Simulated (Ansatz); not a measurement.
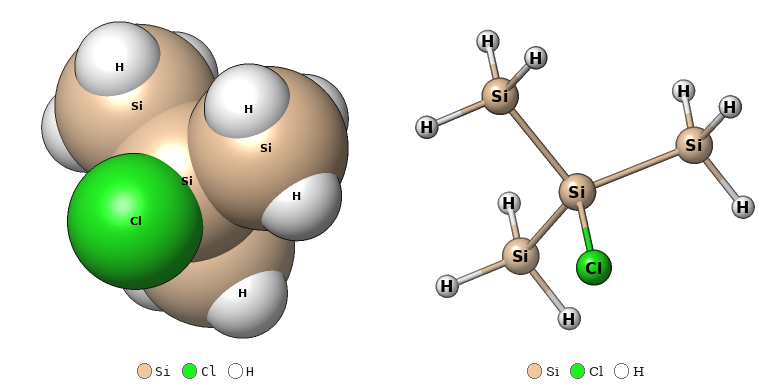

The same structure drawn twice, from different directions.

Computed geometry: PBE0-D4/def2-TZVP optimisation.

Description:

The molecule is ClH₉Si₄. This geometry has C3v symmetry. Coordination: 4 Si tetrahedral.

The parts below concern this one geometry. Atoms keep their numbers from picture to picture.

Dipole moment

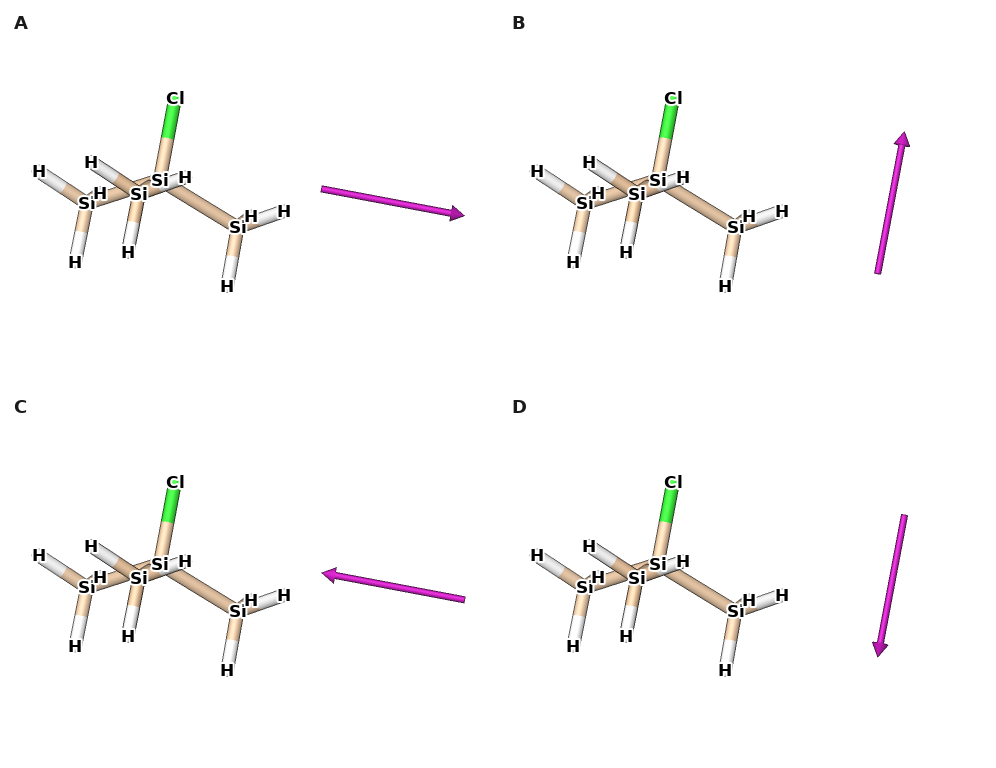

The same molecule four times, each with an arrow. Properties computed with RKS PBE0-D4/def2-TZVP (Ansatz 0.2.0).

**Which arrow points along the dipole moment, from the negative to the positive end?**

D. The dipole moment is 1.24 D.

Charges

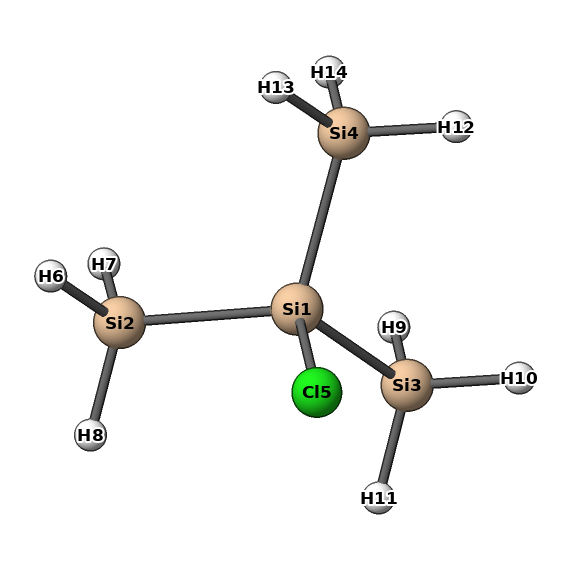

The questions are on Mulliken charges. Method: RKS PBE0-D4/def2-TZVP (Ansatz 0.2.0).

Give the Mulliken charges atom by atom.

```json
{"atom": "Si1", "value (e)": "0.24"}
{"atom": "Si2", "value (e)": "0.00"}
{"atom": "Si3", "value (e)": "0.00"}
{"atom": "Si4", "value (e)": "0.00"}
{"atom": "Cl5", "value (e)": "−0.24"}
{"atom": "H6", "value (e)": "0.00"}
{"atom": "H7", "value (e)": "0.00"}
{"atom": "H8", "value (e)": "0.00"}
{"atom": "H9", "value (e)": "0.00"}
{"atom": "H10", "value (e)": "0.00"}
{"atom": "H11", "value (e)": "0.00"}
{"atom": "H12", "value (e)": "0.00"}
{"atom": "H13", "value (e)": "0.00"}
{"atom": "H14", "value (e)": "0.00"}
```

Thermal motion

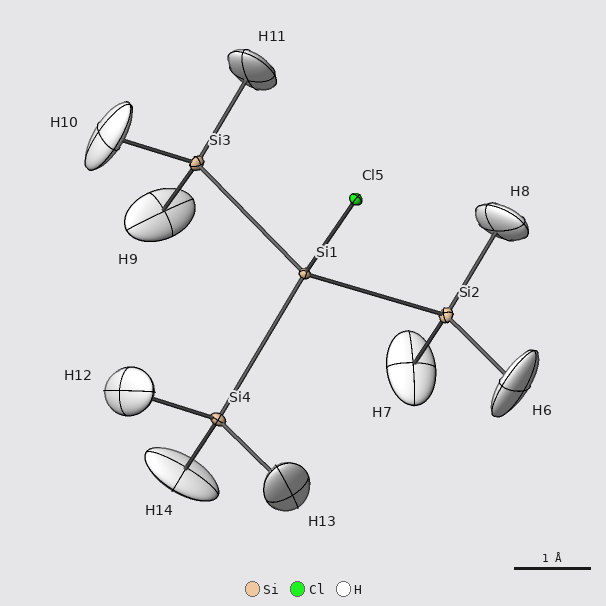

Displacement ellipsoids at the 50 % level, from the internal vibrations of the free molecule (harmonic, no overall translation or rotation; no half-axis is drawn under 0.075 Å). Vibrations computed with RKS PBE0-D4/def2-TZVP (Ansatz 0.2.0). Temperature: 100 K.

List U_eq and the three principal root-mean-square amplitudes for each kind of atom. Atoms whose distances differ by more than 0.02 Å in this geometry are listed apart.

| atom | U_eq (Å²) | rms amplitudes (Å) |
| --- | --- | --- |
| Si1 | 0.0024 | 0.047, 0.047, 0.053 |
| Si2, Si3, Si4 | 0.0037 | 0.050, 0.063, 0.069 |
| Cl5 | 0.0029 | 0.050, 0.056, 0.056 |
| H6, H8, H11 | 0.0588 | 0.104, 0.208, 0.350 |
| H7, H9, H14 | 0.0609 | 0.099, 0.211, 0.359 |
| H10, H12 | 0.0592 | 0.104, 0.208, 0.351 |
| H13 | 0.0581 | 0.104, 0.208, 0.347 |

Mulliken values depend strongly on the basis set and can even reverse the polarity of a bond.
